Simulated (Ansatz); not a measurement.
## Profile along the Hf–O line in HfO2 (fluorite)

HfO₂ (fluorite), conventional cell a = b = c = 5.098 Å, α = β = γ = 90.00°. The calculation uses the primitive cell of 3 atoms, to which meshes and values per cell refer.

Fields along a shortest Hf–O line of a {110} plane (2.21 Å), from Hf to O, interpolated on the slice's grid (step about 0.2 Å). Calculation: PBE (plane waves to 420 eV, PAW, scalar-relativistic; Ansatz, a first-principles code). k mesh 11×11×11. Inside the PAW spheres the values are not all-electron values, and peaks at nuclei hang on which shells count as valence. HfO2 is run without spin polarisation. HfO2 was relaxed with its symmetry unable to fall. Spin-orbit coupling is left out, though Hf is heavy. The PAW data are Ansatz's earlier set. This is a high-temperature form of HfO2.

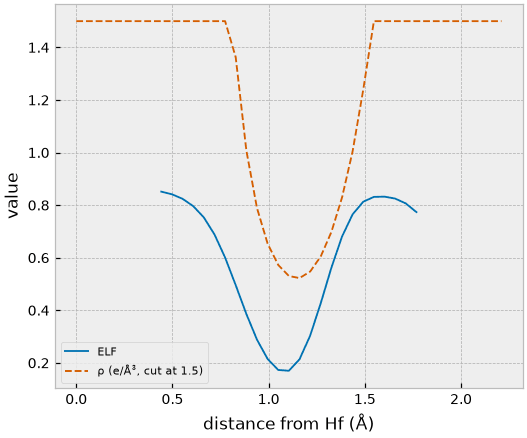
Figure. ELF (away from the nuclei) and valence density from Hf to O.

Density on the Hf–O line (2.21 Å) at its density minimum, 1.2 Å from Hf: 0.52 e/Å³. ELF at that point: 0.2.
